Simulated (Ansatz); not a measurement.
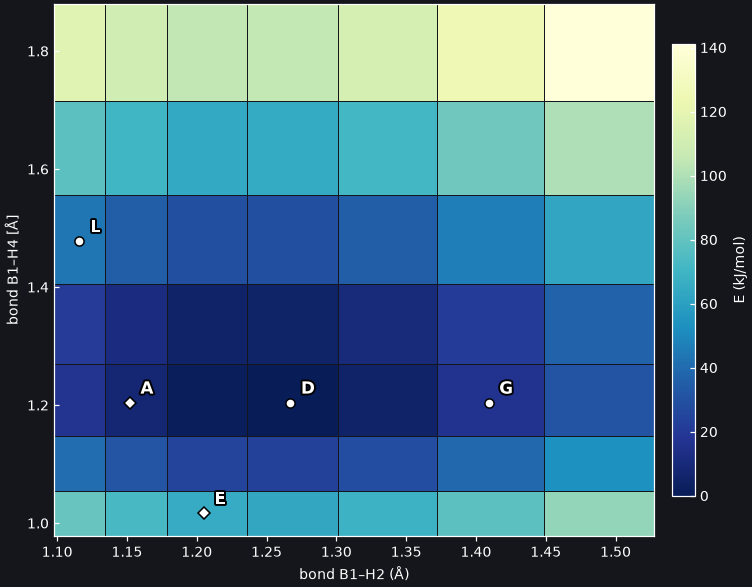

BH₄, SMILES [BH4-], charge −1. 
- Two internal coordinates are moved rigidly from the geometry relaxed at PBE0-D4/def2-TZVP, all others fixed.
- First axis: bond B1–H2. Second axis: bond B1–H4.
- Grid: 7 × 7 points.
- Energies: kJ/mol, counted from the lowest grid point.
- All numbers below come from Ansatz 0.2.0, RKS PBE-D4/def2-TZVPPD.

Drawn: one coloured cell a grid point, lettered points.

Q: Is E the lowest point of the computed grid?

A: No. E lies 65 kJ/mol above the lowest grid point, which is at bond B1–H2 = 1.267 Å, bond B1–H4 = 1.204 Å.

Q: Rank the lettered points by energy, lowest first.

A: D (0 kJ/mol), A (8 kJ/mol), G (16 kJ/mol), L (44 kJ/mol), E (65 kJ/mol).
